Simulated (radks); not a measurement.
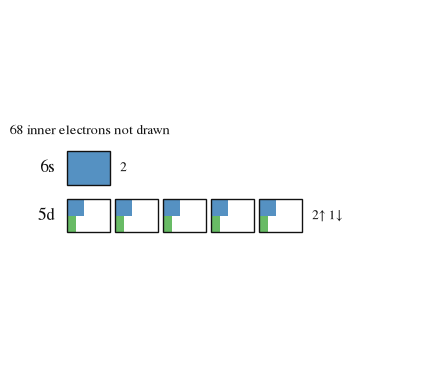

**Figure 1.** The outer shells as the input fills them: a box for each of the 2l + 1 orbitals, shaded by the share of the shell that is filled, up spin in the upper half and down spin in the lower, with the electron count at the right.

**Hf⁻: atomic calculation**

Hf⁻, configuration [Xe] 4f14 6s2 5d2 5d1. Level asked for: scalar-relativistic Kohn-Sham, PBE, spin-polarised, spherical densities, point nucleus (radks).

### The input
```
Z 72
configuration [Xe] 4f14 6s2 5d2 5d1
relativity scalar-relativistic
functional pbe,pbe
spin polarised
nucleus point
c 137.035999084
```

Energies in input and log are in hartree, lengths in bohr.

Hardware: 1 CPU thread, shared host.

### Log
```
1s      1   1.0000       -2399.19840540
2s      1   1.0000        -410.21522483
2p      1   3.0000        -360.15019811
3s      1   1.0000         -93.38583420
3p      1   3.0000         -78.43165751
3d      1   5.0000         -60.74398899
4s      1   1.0000         -18.72833234
4p      1   3.0000         -13.82328622
4d      1   5.0000          -7.48738261
4f      1   7.0000          -0.51175838
5s      1   1.0000          -2.35869916
5p      1   3.0000          -1.20608486
6s      1   1.0000          -0.10921449
5d      1   2.0000          -0.01134621
1s      2   1.0000       -2399.19844661
2s      2   1.0000        -410.21449019
2p      2   3.0000        -360.14962759
3s      2   1.0000         -93.38578516
3p      2   3.0000         -78.43157560
3d      2   5.0000         -60.74362231
4s      2   1.0000         -18.72792213
4p      2   3.0000         -13.82292392
4d      2   5.0000          -7.48690350
4f      2   7.0000          -0.50978478
5s      2   1.0000          -2.35071675
5p      2   3.0000          -1.19466819
6s      2   1.0000          -0.09816090
Etot 7.011235603804775e+22
Ekin 1779740178458.212
Encl -23356447848186.867
Eh 7.011235687420111e+22
Exc -814576650093800.5
err 2.1112046577742396e+16
it 93
```

### What the run reported

- outcome: not converged
- total energy: 70112356038047747276800.0000 hartree
- kinetic energy: 1779740178458.2119 hartree
- electron–nucleus energy: −23356447848186.8672 hartree
- Hartree energy: 70112356874201107267584.0000 hartree
- exchange–correlation energy: −814576650093800.5000 hartree
- SCF iterations: 93
- wall time: 2.3 s

### Diagnosis

The run did not meet its convergence test in 93 iterations, so its last values are not results.
